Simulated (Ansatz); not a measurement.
H$_{5}$NO$_{3}$Zr

```xyz
10

Zr   -0.1678   -0.1160    0.0075
O    -0.3217    0.0573    1.9367
H    -0.0831    0.1616    2.8587
N     1.7904   -0.0138   -0.5856
H     2.4338   -0.7994   -0.6756
H     2.2987    0.8340   -0.8344
O    -1.0725    1.3851   -0.8189
H    -1.7125    2.0540   -1.0652
O    -0.8080   -1.8710   -0.5071
H    -1.3276   -2.6696   -0.6068
```

Core potentials replace the inner electrons of Zr.

All numbers below come from RKS r2SCAN-D4/def2-SVP in Ansatz 0.2.0.

Q: What can the converged electron density and electron localisation function tell about the bonding?

A: Zr–O (1.94 Å): the density is about 0.86 e/Å³ at the midpoint; the ELF peaks at about 0.80 in the valence shell of O, 0.6 Å from its nucleus, and drops to about 0.20 between the two atoms.
Zr–N (2.05 Å): ρ is about 0.8 e/Å³ halfway; the ELF peaks at about 0.90 in the valence shell of N, 0.6 Å from its nucleus, and is about 0.30 at the midpoint.
O–H (0.96 Å): ρ is about 3.6 e/Å³ halfway; the ELF climbs to about 1 towards the hydrogen, as it does in any bond to H (a covalent bond by its length).

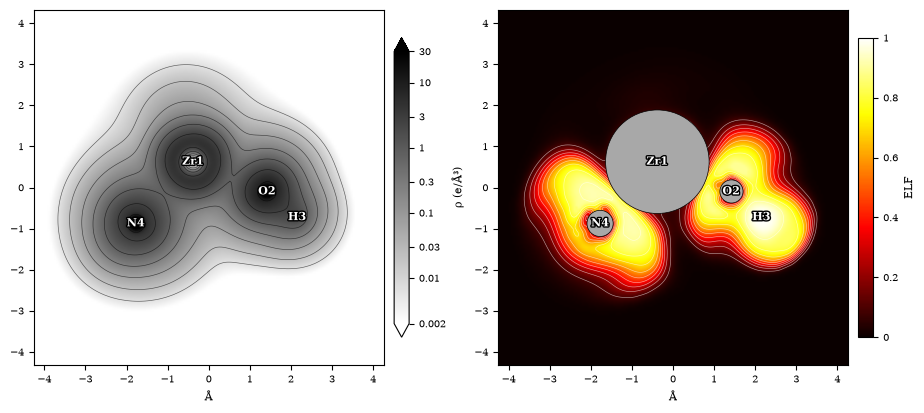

Computed electron density and electron localisation function on the plane of atoms Zr1, O2 and H3, in this order. Grey discs cover the atomic cores in the ELF map. 
